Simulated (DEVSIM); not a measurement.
System: Pd/AlN/p-Si capacitor, at 300 K.

```tsv
layer (left to right)	material	thickness (nm)	Na (cm⁻³)
1	AlN	24.0	-
2	Si	8400	2.4e15
```

Metal gate on the left, work function 5.2 eV. Fixed charge at the semiconductor interface 2e12 cm⁻² (in units of +e); no interface traps.

Constants are typed, rounded textbook-type inputs, not results; the design itself was drawn at random and stands for no fabricated device. Values at 300 K.

```
parameter      AlN       Si
-------------  ---  -------
gap (eV)       6.1    1.124
affinity (eV)  1.9     4.05
permittivity   8.5     11.7
Nc (cm⁻³)        -  2.86e19
Nv (cm⁻³)        -   3.1e19
```

Model (solved in DEVSIM): 1D Poisson equation in equilibrium, Boltzmann statistics, complete ionisation; no quantum confinement or tunnelling. Metal contacts follow the ideal Schottky-Mott rule: no Fermi-level pinning, no interface dipoles.

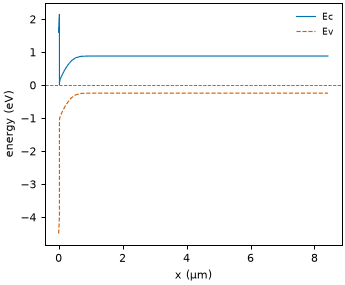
Figure. Band edges at 1.7 V on the gate

Energies count from the Fermi level of the right contact; mesh points crowd at the junctions.

```tsv
x (μm)	Ec (eV)	Ev (eV)	n (cm⁻³)	p (cm⁻³)	field (V/cm)
0.000	1.600	-4.500	< 1e2	< 1e2	230000
0.001744	1.640	-4.460	< 1e2	< 1e2	230000
0.005633	1.729	-4.371	< 1e2	< 1e2	230000
0.01423	1.926	-4.174	< 1e2	< 1e2	230000
0.02172	2.098	-4.002	< 1e2	< 1e2	230000
0.02377	2.146	-3.954	< 1e2	< 1e2	230000
0.02528	0.041	-1.083	5.9e18	< 1e2	220000
0.03141	0.108	-1.016	4.4e17	260	64000
0.04424	0.162	-0.962	5.5e16	2100	31000
0.07812	0.244	-0.880	2.2e15	52000	22000
0.1656	0.417	-0.707	2.8e12	4.1e7	18000
0.5232	0.824	-0.300	410000	2.8e14	4900
1.315	0.879	-0.245	48000	2.4e15	≈ 0
3.250	0.879	-0.245	48000	2.4e15	≈ 0
6.853	0.879	-0.245	48000	2.4e15	≈ 0
7.816	0.879	-0.245	48000	2.4e15	≈ 0
8.190	0.879	-0.245	48000	2.4e15	≈ 0
8.334	0.879	-0.245	48000	2.4e15	≈ 0
8.399	0.879	-0.245	48000	2.4e15	≈ 0
8.415	0.879	-0.245	48000	2.4e15	≈ 0
8.421	0.879	-0.245	48000	2.4e15	≈ 0
8.424	0.879	-0.245	48000	2.4e15	≈ 0
```
